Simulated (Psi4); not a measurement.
# PBE0/def2-SV(P) (sweep point 1) run of BH3SO (SMILES OBS)

Aim: the vertical ionisation energy of BH3SO at PBE0/def2-SV(P) (sweep point 1), from 2 runs. 

The calculation is run with Psi4 1.11.

## (1) The structure to begin with

BH3SO: 6 atoms, total charge 0, spin state singlet. As SMILES, `OBS`. The coordinates come from a PBE0-D4/def2-TZVP relaxation. This is one conformer, not always the lowest.

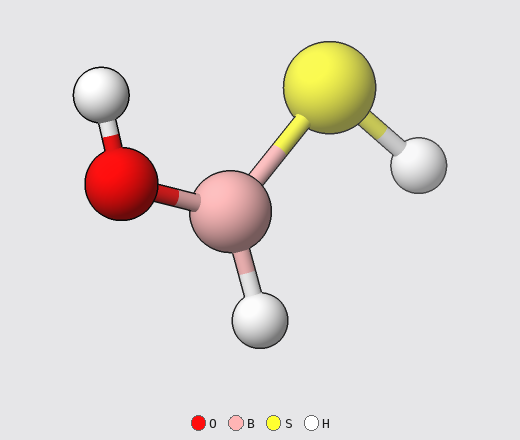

The structure, seen from a chosen angle (oxygen red, boron pink, sulfur yellow, hydrogen white).

## (2) The energy at PBE0/def2-SV(P) (sweep point 1)

The input, job.dat:

```
memory 1.6 GB

molecule mol {
  0 1
  O     -1.104400    -0.090400    -1.001800
  B      0.054600     0.169700    -0.358100
  S      0.336900    -0.392500     1.342100
  H     -1.753100    -0.587100    -0.495400
  H      0.894300     0.783600    -0.941900
  H      1.571700     0.116600     1.455100
  units angstrom
  symmetry c1
}

set globals {
  basis                def2-SV(P)
  puream               true
  scf_type             pk
  dft_radial_points    99
  dft_spherical_points 590
}

energy('pbe0')
```

On the command line:

```
$ psi4 -n 1 job.dat job.out
```

job.out:

```text
[...]
  Running in c1 symmetry.
[...]
  Nuclear repulsion =   88.768868479857858
[...]
  Multiplicity = 1
[...]
  Nalpha       = 16
  Nbeta        = 16
[...]
    Number of basis functions: 52
[...]
   @RKS iter   1:  -499.51298481370782   -2.62007e-01   1.13645e-02 DIIS/ADIIS
[...]
   @RKS iter   8:  -499.66791849908930   -6.51581e-08   8.54577e-07 DIIS
[...]
    Orbital Energies [Eh]
    ---------------------
    Doubly Occupied:
       1A    -89.003435     2A    -19.237320     3A     -8.007788
       4A     -6.832571     5A     -5.949439     6A     -5.944903
       7A     -5.941936     8A     -1.058430     9A     -0.763933
      10A     -0.598275    11A     -0.481814    12A     -0.433025
      13A     -0.396409    14A     -0.393265    15A     -0.322264
      16A     -0.285311
[...]
  @RKS Final Energy:  -499.66791849908930
   => Energetics <=
    Nuclear Repulsion Energy =             88.7688684798578578
    One-Electron Energy =                -864.5282065694914309
    Two-Electron Energy =                 305.7557409525174990
    DFT Exchange-Correlation Energy =     -29.6643213619732080
    Empirical Dispersion Energy =           0.0000000000000000
    VV10 Nonlocal Energy =                  0.0000000000000000
    Total Energy =                       -499.6679184990892963
[...]
 Multipole Moments:
 ------------------------------------------------------------------------------------
     Multipole            Electronic (a.u.)      Nuclear  (a.u.)        Total (a.u.)
 ------------------------------------------------------------------------------------
 L = 1.  Multiply by 2.5417464519 to convert [e a0] to [Debye]
 Dipole X            :         -0.8516757            0.7897433           -0.0619324
 Dipole Y            :         -0.6175077            0.4809352           -0.1365725
 Dipole Z            :          0.5796377           -0.3111451            0.2684926
 Magnitude           :                                                    0.3075320
[...]
```

Run time: 7.5 s. Hardware: 1 thread of Intel Xeon Platinum 8488C (Sapphire Rapids), shared host; peak memory 0.67 GiB.

## (3) The doublet cation at the same level

The input, job.inp:

```
memory 1600 mb

molecule system {
  1 2
  O     -1.104400    -0.090400    -1.001800
  B      0.054600     0.169700    -0.358100
  S      0.336900    -0.392500     1.342100
  H     -1.753100    -0.587100    -0.495400
  H      0.894300     0.783600    -0.941900
  H      1.571700     0.116600     1.455100
  symmetry c1
}

set globals {
  basis                def2-SV(P)
  reference            uks
  puream               true
  scf_type             pk
  dft_radial_points    99
  dft_spherical_points 590
  maxiter              150
}

energy("pbe0")
print_variables()
```

On the command line:

```
$ psi4 -i job.inp -o job.out -n 1
```

job.out:

```text
[...]
  Running in c1 symmetry.
[...]
  Nuclear repulsion =   88.768868479857858
[...]
  Multiplicity = 2
[...]
  Nalpha       = 16
  Nbeta        = 15
[...]
    Number of basis functions: 52
[...]
   @UKS iter   1:  -499.13762677331061    1.13351e-01   1.08098e-02 ADIIS/DIIS
[...]
   @UKS iter  12:  -499.28714029331519   -3.77838e-09   1.27989e-07 DIIS
[...]
   @S^2 Observed:                7.582134614E-01
[...]
    Orbital Energies [Eh]
    ---------------------
    Alpha Occupied:
       1A    -89.357818     2A    -19.492364     3A     -8.360998
       4A     -7.082136     5A     -6.308349     6A     -6.297727
       7A     -6.293239     8A     -1.306551     9A     -1.099291
      10A     -0.836397    11A     -0.769899    12A     -0.701796
      13A     -0.665280    14A     -0.652084    15A     -0.619732
      16A     -0.581662
    Alpha Virtual:
      17A     -0.240561    18A     -0.232660    19A     -0.130331
      20A     -0.125618    21A     -0.046970    22A     -0.017924
      23A      0.031584    24A      0.074670    25A      0.103226
[...]
  @UKS Final Energy:  -499.28714029331519
   => Energetics <=
    Nuclear Repulsion Energy =             88.7688684798578578
    One-Electron Energy =                -855.1798040777988490
    Two-Electron Energy =                 296.5354375279150645
    DFT Exchange-Correlation Energy =     -29.4116422232892241
    Empirical Dispersion Energy =           0.0000000000000000
    VV10 Nonlocal Energy =                  0.0000000000000000
    Total Energy =                       -499.2871402933151899
[...]
 Multipole Moments:
 ------------------------------------------------------------------------------------
     Multipole            Electronic (a.u.)      Nuclear  (a.u.)        Total (a.u.)
 ------------------------------------------------------------------------------------
 L = 1.  Multiply by 2.5417464519 to convert [e a0] to [Debye]
 Dipole X            :         -0.3305669            0.7897433            0.4591764
 Dipole Y            :         -0.6612254            0.4809352           -0.1802902
 Dipole Z            :          1.2654886           -0.3111451            0.9543435
 Magnitude           :                                                    1.0742994
[...]
```

Wall time 19 s (1 thread of Intel Xeon Platinum 8488C (Sapphire Rapids), shared host); peak memory 0.67 GiB.

## (4) Results

At PBE0/def2-SV(P) (sweep point 1):

| quantity | value |
| --- | --- |
| singlet BH3SO: total energy | -499.66792 Eh |
| singlet BH3SO: dipole moment | 0.78 D |
| singlet BH3SO: HOMO energy | -7.76 eV |
| singlet BH3SO: LUMO energy | 0.28 eV |
| singlet BH3SO: HOMO–LUMO gap | 8.05 eV |
| doublet cation: total energy | -499.28714 Eh |
| doublet cation: HOMO energy (highest over α and β) | -15.69 eV |
| doublet cation: LUMO energy (lowest over α and β) | -12.87 eV |
| doublet cation: ⟨S²⟩ | 0.758 |
| vertical ionisation energy (to the doublet cation) | 10.362 eV |

What this shows: The vertical ionisation energy comes to 10.36 eV (239 kcal/mol). −ε(HOMO) before ionisation, 7.76 eV, is 2.60 eV below this ionisation energy.
